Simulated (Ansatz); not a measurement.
## Geometry relaxation, with input and output: Al2H6O

System: Al2H6O.
Method: RKS PBE-D4/6-31G* (Ansatz 0.2.0).

It belongs to a series of runs on one base structure; here: end point A relaxed. Figures and captions count atoms from 1; the log counts them from 0 in places.

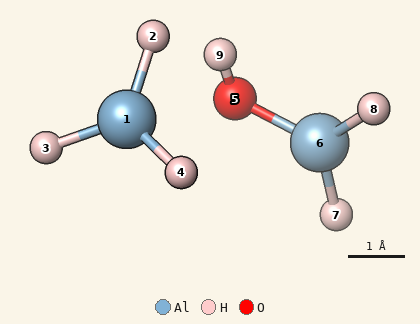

Figure 1. The structure as given in the input (ball-and-stick view, seen at a tilt; atoms are numbered from 1 in the order of the input). Sticks mark near contacts.

The input
```yaml
crystal:
  periodic: [false, false, false]
  atoms:
    - { symbol: Al, position_ang: [0.141716, 0.314942, -0.113225] }
    - { symbol: H, position_ang: [-0.355676, 0.14216, 1.374897] }
    - { symbol: H, position_ang: [1.591644, 0.927102, -0.427623] }
    - { symbol: H, position_ang: [-0.888311, -0.064637, -1.293598] }
    - { symbol: O, position_ang: [0.254028, -2.433045, 0.986346] }
    - { symbol: Al, position_ang: [-0.840559, -3.485207, 0.127805] }
    - { symbol: H, position_ang: [-0.107468, -4.584423, -0.777535] }
    - { symbol: H, position_ang: [-2.430495, -3.321197, 0.3213] }
    - { symbol: H, position_ang: [-0.135878, -1.705495, 1.542333] }
basis:
  gaussian: { orbitals: "6-31G*" }
hamiltonian:
  xc: pbe
  dispersion: d4
relax:
  f_tol: 0.03
  max_steps: 50
output:
  orbitals: {}
```

Machine: 1 thread of Arm Neoverse V1, 24 GiB of memory available, shared host.

Launch command:
```bash
ansatz run input.yaml --threads 1 --pin off --max-ram 2048MiB --backend cpu --events-out ev --progress --plain --runs-dir out
```

The program's output
```
The last accepted step is kept in [file] (removed where the run ends without a failure and the disk answers)
Engine: ansatz 0.2.0, aarch64-unknown-linux-gnu
Functional definition: PBE
  parameter kappa = 0.804
  parameter beta = 0.06672455060314922
  exchange = pbe_x(kappa = kappa, mu = beta*pi^2/3)
  correlation = pbe_c(beta = beta)
823 factors; their error is unknown
mean field evaluation 1: about -15320.8374 eV, gradient 5.8e1 eV
mean field evaluation 2: about -15231.6145 eV, gradient 1.8e2 eV
mean field evaluation 4: about -15327.2147 eV, gradient 7.3e0 eV
mean field evaluation 8: about -15327.3852 eV, gradient 1.1e-1 eV
mean field -15327.38526469 eV, -563.2710192024 hartree, gradient 2.1e-5 eV, S^2 0.000000; 0 other end points of the search recorded, 0 dependent functions left out
the calculation of the forces begins
reference -15327.38532522 eV, -563.2710214269 hartree; 20, 20 occupied and 45, 45 virtual orbitals, 823 factors
relax step   1: F+E_penalty+E_count = -15327.51755981 eV  Δ(F+E_penalty+E_count) = +0.000e0 eV  max|allowed force component| = 8.304e-1 eV/Å  Δτ_max = 0.0000 Å  (23 SCF iters, accepted)
these checks for a lower state are left out or cut short: starts, cluster_reference, orbital_swaps, neighbouring_geometries, increment
823 factors; their error is unknown
mean field evaluation 16: about -15327.2543 eV, gradient 7.7e0 eV
mean field -15327.52691605 eV, -563.2762247941 hartree, gradient 2.0e-5 eV, S^2 0.000000; 0 other end points of the search recorded, 0 dependent functions left out
[... from here on the field's lines of each further geometry are left out, up to the last ...]
relax step   2: F+E_penalty+E_count = -15327.66247203 eV  Δ(F+E_penalty+E_count) = -1.449e-1 eV  max|allowed force component| = 1.116e0 eV/Å  Δτ_max = 0.1950 Å  (28 SCF iters, accepted)
relax step   3: F+E_penalty+E_count = -15327.89727583 eV  Δ(F+E_penalty+E_count) = -2.348e-1 eV  max|allowed force component| = 1.381e0 eV/Å  Δτ_max = 0.1949 Å  (25 SCF iters, accepted)
relax step   4: F+E_penalty+E_count = -15328.06966128 eV  Δ(F+E_penalty+E_count) = -1.724e-1 eV  max|allowed force component| = 4.311e-1 eV/Å  Δτ_max = 0.1967 Å  (28 SCF iters, accepted)
relax step   5: F+E_penalty+E_count = -15328.20070397 eV  Δ(F+E_penalty+E_count) = -1.310e-1 eV  max|allowed force component| = 8.097e-1 eV/Å  Δτ_max = 0.1886 Å  (25 SCF iters, accepted)
relax step   6: F+E_penalty+E_count = -15328.40293457 eV  Δ(F+E_penalty+E_count) = -2.022e-1 eV  max|allowed force component| = 3.551e-1 eV/Å  Δτ_max = 0.1953 Å  (24 SCF iters, accepted)
relax step   7: F+E_penalty+E_count = -15328.64890958 eV  Δ(F+E_penalty+E_count) = -2.460e-1 eV  max|allowed force component| = 5.974e-1 eV/Å  Δτ_max = 0.1956 Å  (26 SCF iters, accepted)
relax step   8: F+E_penalty+E_count = -15328.92206972 eV  Δ(F+E_penalty+E_count) = -2.732e-1 eV  max|allowed force component| = 6.182e-1 eV/Å  Δτ_max = 0.1952 Å  (26 SCF iters, accepted)
relax step   9: F+E_penalty+E_count = -15329.14560418 eV  Δ(F+E_penalty+E_count) = -2.235e-1 eV  max|allowed force component| = 3.901e-1 eV/Å  Δτ_max = 0.1949 Å  (25 SCF iters, accepted)
relax step  10: F+E_penalty+E_count = -15329.17323776 eV  Δ(F+E_penalty+E_count) = -2.763e-2 eV  max|allowed force component| = 3.021e-1 eV/Å  Δτ_max = 0.1736 Å  (24 SCF iters, accepted)
relax step  11: F+E_penalty+E_count = -15329.18848921 eV  Δ(F+E_penalty+E_count) = -1.525e-2 eV  max|allowed force component| = 3.421e-1 eV/Å  Δτ_max = 0.1245 Å  (26 SCF iters, accepted)
relax step  12: F+E_penalty+E_count = -15329.20176937 eV  Δ(F+E_penalty+E_count) = -1.328e-2 eV  max|allowed force component| = 2.057e-1 eV/Å  Δτ_max = 0.0554 Å  (25 SCF iters, accepted)
relax step  13: F+E_penalty+E_count = -15329.20252848 eV  Δ(F+E_penalty+E_count) = -7.591e-4 eV  max|allowed force component| = 8.360e-2 eV/Å  Δτ_max = 0.0138 Å  (25 SCF iters, accepted)
the calculation of the forces begins
reference -15329.04749140 eV, -563.3321049073 hartree; 20, 20 occupied and 45, 45 virtual orbitals, 823 factors
relax step  14: F+E_penalty+E_count = -15329.20276286 eV  Δ(F+E_penalty+E_count) = -2.344e-4 eV  max|allowed force component| = 7.926e-3 eV/Å  Δτ_max = 0.0066 Å  (21 SCF iters, accepted)
```

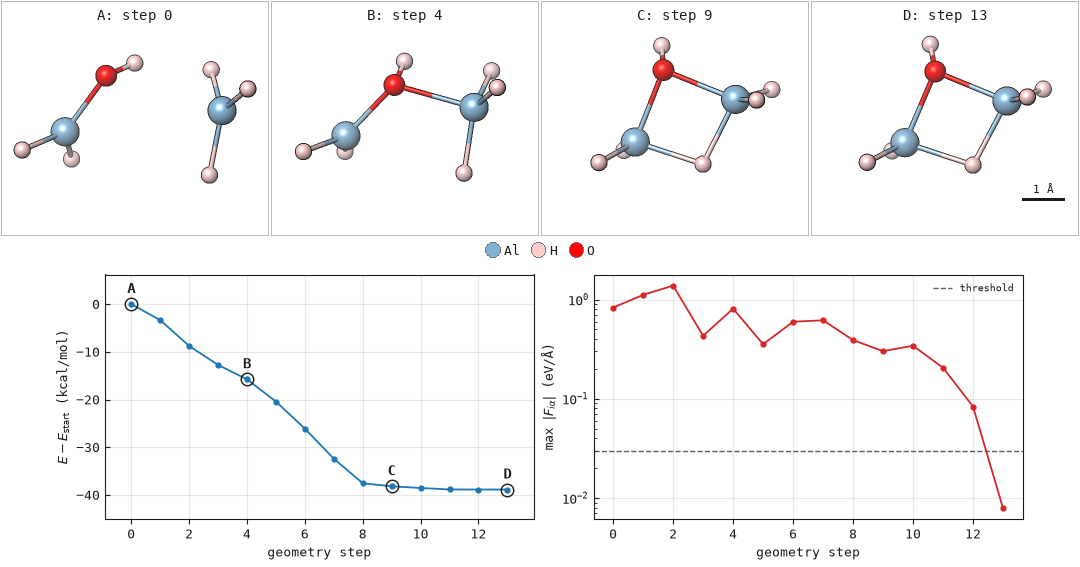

Figure 2. Frames of the relaxation (ball-and-stick view, seen at an oblique angle) above the curves, on which the letters mark them (the first geometry is step 0 here and step 1 in the log).

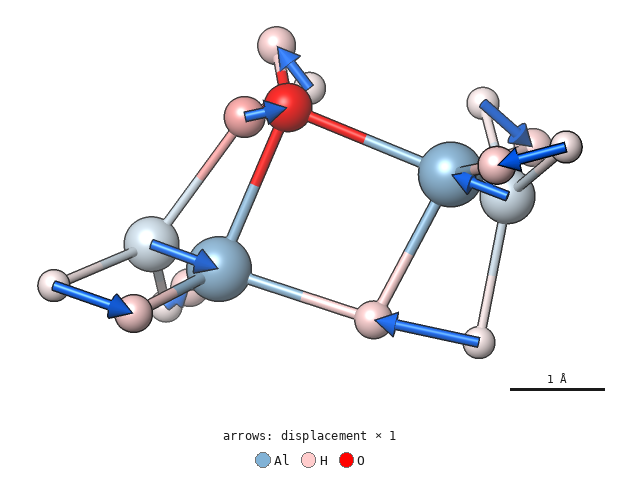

Figure 3. Start (faint) and end (solid) with the displacements as blue arrows, at true length (ball-and-stick view, seen at an oblique angle). The two geometries are laid on each other by the best rigid fit. Over 13 geometry steps the energy falls by 38.9 kcal/mol. Largest force component: 0.83 eV/Å at the start, 0.0079 eV/Å at the end. H4 moves most after the best rigid fit: 1.16 Å. Largest moves by element: H 1.16 Å, Al 0.79 Å, O 0.47 Å. Among the contacts that change: H4–Al6 3.704 → 1.770 Å, Al1–O5 2.962 → 1.898 Å, Al1–H4 1.612 → 1.770 Å, O5–Al6 1.744 → 1.898 Å. New bonds form: Al1–O5 (2.96 → 1.90 Å), H4–Al6 (3.70 → 1.77 Å). Among the angles that change: H3–Al1–H4 121.6° → 107.7°, O5–Al6–H8 119.9° → 109.5°, H2–Al1–H4 117.6° → 108.9°. (Atoms are counted from 1 in the order of the input.)

```
823 factors; their error is unknown
mean field -15329.04743317 eV, -563.3321027674 hartree, gradient 6.8e-6 eV, S^2 0.000000; 1 other end points of the search recorded, 0 dependent functions left out
the calculation of the forces begins
reference -15329.04749140 eV, -563.3321049073 hartree; 20, 20 occupied and 45, 45 virtual orbitals, 823 factors
Total energy: -15329.20282109 eV, -563.3378131682 hartree
Atom 0 at     0.151649    -0.276568     0.196271 Å, force    -0.002246     0.000875     0.001710 eV/Å
Atom 1 at    -0.805338     0.663616     1.067375 Å, force    -0.001029     0.001027     0.000493 eV/Å
Atom 2 at     1.495073     0.164096    -0.539714 Å, force     0.001262     0.001602    -0.000602 eV/Å
Atom 3 at    -0.832028    -1.171363    -0.972070 Å, force     0.003981    -0.001278     0.000592 eV/Å
Atom 4 at     0.313558    -1.969445     1.039007 Å, force     0.003094    -0.000582    -0.007926 eV/Å
Atom 5 at    -0.833888    -2.781314    -0.236500 Å, force    -0.001326     0.000779     0.002209 eV/Å
Atom 6 at    -0.049602    -3.762188    -1.218025 Å, force    -0.000122    -0.002001    -0.001204 eV/Å
Atom 7 at    -2.265285    -3.046792     0.426136 Å, force    -0.001734    -0.000270     0.000575 eV/Å
Atom 8 at     0.054863    -2.029841     1.978220 Å, force    -0.001880    -0.000152     0.004153 eV/Å
Dipole moment:    -0.024762    -0.054158     0.369477 e Å
```

Trajectory as extended XYZ (Å, eV, eV/Å), 14 frames, from step=1 to step=14
```
9
Properties=species:S:1:pos:R:3:forces:R:3 step=1 energy=-15327.51756
Al    0.1417    0.3149   -0.1132    0.2186  -0.4532  -0.3413
H    -0.3557    0.1422    1.3749   -0.1983   0.1869   0.4542
H     1.5916    0.9271   -0.4276   -0.0672  -0.0169   0.0206
H    -0.8883   -0.0646   -1.2936    0.0422   0.0093   0.0418
O     0.2540   -2.4330    0.9863   -0.1640   0.8304   0.0380
Al   -0.8406   -3.4852    0.1278   -0.0605  -0.0495  -0.0241
H    -0.1075   -4.5844   -0.7775   -0.0626   0.0797   0.0479
H    -2.4305   -3.3212    0.3213    0.1186  -0.0111  -0.0079
H    -0.1359   -1.7055    1.5423    0.1731  -0.5757  -0.2291
9
Properties=species:S:1:pos:R:3:forces:R:3 step=2 energy=-15327.66247
Al    0.1633    0.2155   -0.0980   -0.0100  -0.5256   0.1512
H    -0.3811    0.1868    1.4164   -0.0895   0.2289   0.1095
H     1.5845    0.8882   -0.4176    0.0110  -0.1095   0.0158
H    -0.8761   -0.1022   -1.2854    0.0178  -0.0513   0.0096
O     0.2533   -2.2965    0.8472   -0.5013   1.1155   0.8771
Al   -0.8339   -3.4750    0.1324   -0.0448   0.0960  -0.2833
H    -0.1096   -4.5694   -0.7749   -0.0084   0.0217   0.0403
H    -2.4175   -3.3219    0.3304    0.0748  -0.0498   0.1203
H    -0.1538   -1.7352    1.5903    0.5504  -0.7258  -1.0406
9
Properties=species:S:1:pos:R:3:forces:R:3 step=3 energy=-15327.89728
Al    0.1772    0.0297   -0.0408   -0.1508  -0.2675   0.3682
H    -0.4321    0.2753    1.4660    0.0326  -0.0041  -0.1695
H     1.5639    0.7691   -0.3888    0.0632  -0.2627   0.0449
H    -0.8697   -0.1742   -1.2529   -0.0238  -0.1985   0.0142
O     0.2543   -2.1600    0.7428   -0.5529   1.3812   1.0755
Al   -0.8233   -3.3837    0.0458   -0.1929  -0.1318  -0.1016
H    -0.0944   -4.5423   -0.7761    0.0070   0.1544  -0.0364
H    -2.3965   -3.3352    0.3833    0.2076   0.0499   0.0312
H    -0.1504   -1.6885    1.5615    0.6102  -0.7210  -1.2265
9
Properties=species:S:1:pos:R:3:forces:R:3 step=4 energy=-15328.06966
Al    0.1615   -0.0957    0.0037   -0.1413   0.4311   0.0865
H    -0.4665    0.2736    1.4924    0.0245   0.0824  -0.2198
H     1.5662    0.6161   -0.3547    0.0037  -0.2369   0.0369
H    -0.8803   -0.2832   -1.2237   -0.0731  -0.1383  -0.0461
O     0.2268   -1.9808    0.6666   -0.1772  -0.4236   0.4241
Al   -0.8097   -3.3204    0.0182   -0.1074   0.2063  -0.1302
H    -0.0674   -4.4707   -0.8049    0.0299   0.2040   0.0138
H    -2.3722   -3.3164    0.4127    0.2919   0.0514   0.0483
H    -0.1293   -1.6322    1.5303    0.1491  -0.1763  -0.2135
9
Properties=species:S:1:pos:R:3:forces:R:3 step=5 energy=-15328.20070
Al    0.1153   -0.1110    0.0235    0.0531   0.1557   0.0465
H    -0.5500    0.3982    1.4487    0.0911  -0.0710  -0.2953
H     1.5914    0.4332   -0.3591   -0.1539  -0.1046   0.0192
H    -0.9185   -0.4339   -1.1970   -0.0444  -0.1364  -0.0327
O     0.2326   -2.0082    0.7066    0.4009   0.5757   0.8097
Al   -0.7952   -3.2339   -0.0303   -0.5077  -0.3287  -0.4582
H    -0.0132   -4.3159   -0.8980   -0.0645   0.1218  -0.0726
H    -2.3167   -3.2288    0.4652    0.1117  -0.0495  -0.0207
H    -0.1167   -1.7094    1.5811    0.1135  -0.1629   0.0041
9
Properties=species:S:1:pos:R:3:forces:R:3 step=6 energy=-15328.40294
Al    0.1017   -0.1431    0.0299    0.1831  -0.1936   0.2574
H    -0.6033    0.4691    1.3765    0.0431   0.0064  -0.2799
H     1.5936    0.3205   -0.3894   -0.2123  -0.0106  -0.0435
H    -0.9294   -0.6106   -1.1753   -0.0044  -0.3399   0.0284
O     0.2649   -1.9977    0.8243    0.0496   0.2150   0.1968
Al   -0.8003   -3.1305   -0.0963   -0.0719   0.3551  -0.0625
H    -0.0111   -4.1599   -1.0154   -0.0506   0.1404  -0.1184
H    -2.2840   -3.2008    0.4849    0.0116  -0.0334  -0.0665
H    -0.1031   -1.7568    1.7017    0.0517  -0.1394   0.0881
9
Properties=species:S:1:pos:R:3:forces:R:3 step=7 energy=-15328.64891
Al    0.1085   -0.2076    0.0557    0.2465   0.0229   0.3434
H    -0.6398    0.5175    1.3158    0.0235  -0.0426  -0.3087
H     1.5734    0.2768   -0.4232   -0.2265  -0.0352  -0.0790
H    -0.9149   -0.8006   -1.1314   -0.0149  -0.5974   0.0939
O     0.2900   -1.9884    0.8964    0.0021   0.1405   0.2530
Al   -0.8066   -3.0176   -0.1393   -0.0942   0.4969  -0.2160
H    -0.0240   -4.0264   -1.0904   -0.0348   0.1610  -0.0904
H    -2.2718   -3.1688    0.4750    0.0104   0.0136  -0.0448
H    -0.0857   -1.7946    1.7821    0.0879  -0.1595   0.0486
9
Properties=species:S:1:pos:R:3:forces:R:3 step=8 energy=-15328.92207
Al    0.1224   -0.2349    0.0832    0.2499  -0.1226   0.4167
H    -0.6695    0.5448    1.2654   -0.0358  -0.0005  -0.2762
H     1.5555    0.2538   -0.4572   -0.1942  -0.0257  -0.1271
H    -0.8913   -0.9841   -1.0693   -0.0225  -0.6182   0.1087
O     0.3062   -1.9818    0.9471    0.0021   0.1763   0.1352
Al   -0.8197   -2.9129   -0.1871   -0.0431   0.5400  -0.2343
H    -0.0387   -3.9274   -1.1384   -0.0279   0.1596  -0.0729
H    -2.2639   -3.1372    0.4594    0.0023   0.0536  -0.0384
H    -0.0720   -1.8301    1.8375    0.0691  -0.1626   0.0883
9
Properties=species:S:1:pos:R:3:forces:R:3 step=9 energy=-15329.14560
Al    0.1413   -0.2763    0.1268    0.2186   0.0033   0.3901
H    -0.7186    0.5825    1.1951   -0.0175  -0.0496  -0.2587
H     1.5285    0.2189   -0.5090   -0.1816  -0.0590  -0.1023
H    -0.8582   -1.1642   -1.0025   -0.0097  -0.0850  -0.0028
O     0.3256   -1.9813    1.0085   -0.0523   0.1936   0.0651
Al   -0.8261   -2.8149   -0.2205   -0.0313   0.0215  -0.1121
H    -0.0527   -3.8074   -1.2024   -0.0029   0.0763  -0.0077
H    -2.2585   -3.0861    0.4385    0.0063   0.0514  -0.0018
H    -0.0523   -1.8808    1.9062    0.0705  -0.1525   0.0303
9
Properties=species:S:1:pos:R:3:forces:R:3 step=10 energy=-15329.17324
Al    0.1799   -0.3088    0.2280   -0.1214   0.2636  -0.2259
H    -0.8378    0.6280    1.0774    0.2664  -0.1763  -0.0601
H     1.4727    0.1416   -0.6144   -0.0796  -0.0390   0.2133
H    -0.8223   -1.1719   -0.9497    0.0119   0.0181   0.0207
O     0.3485   -2.0122    1.0628   -0.0794   0.2570   0.3021
Al   -0.8142   -2.7723   -0.2291   -0.1197  -0.0997  -0.1316
H    -0.0319   -3.7220   -1.2419   -0.0124  -0.0420   0.0352
H    -2.2546   -2.9986    0.4304    0.0258  -0.0564   0.0174
H    -0.0113   -1.9936    1.9771    0.1084  -0.1253  -0.1711
9
Properties=species:S:1:pos:R:3:forces:R:3 step=11 energy=-15329.18849
Al    0.1479   -0.2589    0.1980    0.0256  -0.3421   0.1206
H    -0.8014    0.7080    1.0499    0.0060  -0.0302   0.0034
H     1.4984    0.1569   -0.5445   -0.0287   0.0007   0.0112
H    -0.8485   -1.1663   -0.9591    0.0312  -0.0187   0.0405
O     0.3192   -1.9754    1.0571   -0.2673   0.1438  -0.2193
Al   -0.8491   -2.7904   -0.2412    0.2371   0.1796   0.2131
H    -0.0407   -3.7595   -1.2188   -0.0245   0.0179   0.0108
H    -2.2914   -3.0726    0.3918    0.0204   0.0150   0.0140
H     0.0946   -2.0517    2.0075    0.0002   0.0340  -0.1943
9
Properties=species:S:1:pos:R:3:forces:R:3 step=12 energy=-15329.20177
Al    0.1515   -0.2759    0.1977   -0.0310   0.0499  -0.0101
H    -0.7956    0.6780    1.0685    0.0035  -0.0258  -0.0111
H     1.4941    0.1623   -0.5389    0.0173  -0.0009  -0.0094
H    -0.8324   -1.1724   -0.9694   -0.0087   0.0041  -0.0073
O     0.3050   -1.9661    1.0373    0.0846  -0.0152  -0.1378
Al   -0.8346   -2.7838   -0.2359   -0.0512   0.0077  -0.0087
H    -0.0476   -3.7598   -1.2174    0.0134  -0.0159  -0.0138
H    -2.2670   -3.0614    0.4245    0.0204   0.0119  -0.0075
H     0.0557   -2.0306    1.9743   -0.0482  -0.0158   0.2057
9
Properties=species:S:1:pos:R:3:forces:R:3 step=13 energy=-15329.20253
Al    0.1511   -0.2775    0.1963    0.0118   0.0194  -0.0090
H    -0.8016    0.6658    1.0665   -0.0094   0.0111   0.0073
H     1.4951    0.1584   -0.5430   -0.0051  -0.0003   0.0041
H    -0.8365   -1.1694   -0.9710    0.0085  -0.0055   0.0056
O     0.3093   -1.9680    1.0408   -0.0009  -0.0155   0.0773
Al   -0.8339   -2.7798   -0.2367    0.0012  -0.0211  -0.0118
H    -0.0455   -3.7578   -1.2195   -0.0061   0.0061   0.0064
H    -2.2639   -3.0510    0.4244   -0.0140  -0.0018   0.0036
H     0.0550   -2.0304    1.9829    0.0141   0.0075  -0.0836
9
Properties=species:S:1:pos:R:3:forces:R:3 step=14 energy=-15329.20276
Al    0.1516   -0.2766    0.1963   -0.0022   0.0009   0.0017
H    -0.8053    0.6636    1.0674   -0.0010   0.0010   0.0005
H     1.4951    0.1641   -0.5397    0.0013   0.0016  -0.0006
H    -0.8320   -1.1714   -0.9721    0.0040  -0.0013   0.0006
O     0.3136   -1.9694    1.0390    0.0031  -0.0006  -0.0079
Al   -0.8339   -2.7813   -0.2365   -0.0013   0.0008   0.0022
H    -0.0496   -3.7622   -1.2180   -0.0001  -0.0020  -0.0012
H    -2.2653   -3.0468    0.4261   -0.0017  -0.0003   0.0006
H     0.0549   -2.0298    1.9782   -0.0019  -0.0002   0.0042
```

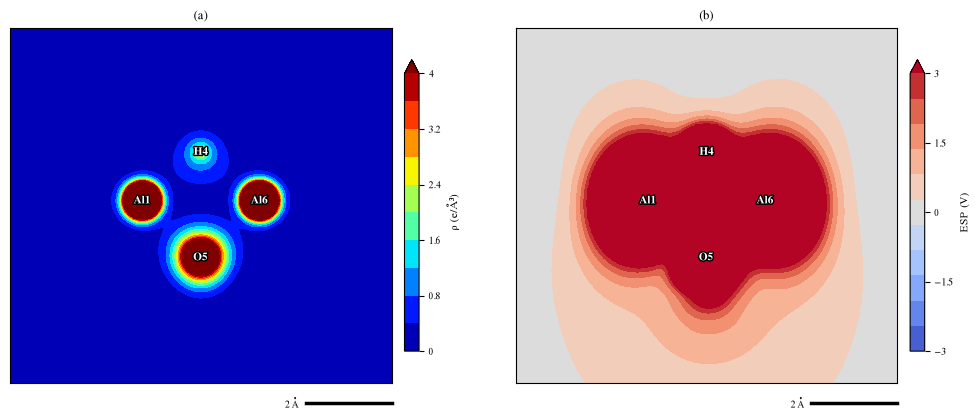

Figure 4. (a) electron density; (b) electrostatic potential on the plane of atoms H4, Al6 and O5. The potential has no marked negative region in this plane.

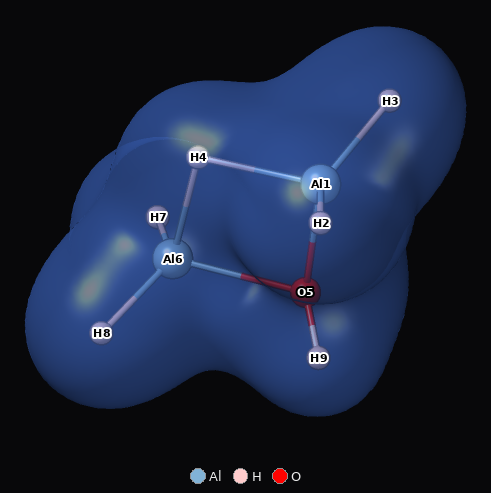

Figure 5. Isosurface of the electron density at 0.05 e/Å³ (blue), seen at an oblique angle. At this value the surface is in one piece. On the grid the lowest density along these lines, outside the cores, is 0.45 e/Å³ (Al–O, 1.90 Å), 2.2 e/Å³ (O–H, 0.98 Å) and 0.53 e/Å³ (Al–H, 1.59 Å).

Results in brief

```csv
quantity,value
outcome,converged
total energy,−15329.2028 eV
mean-field energy,−15329.0475 eV
largest force (length of the vector) at the end,0.009 eV/Å
wall time,34 s
peak memory,0.12 GiB
```
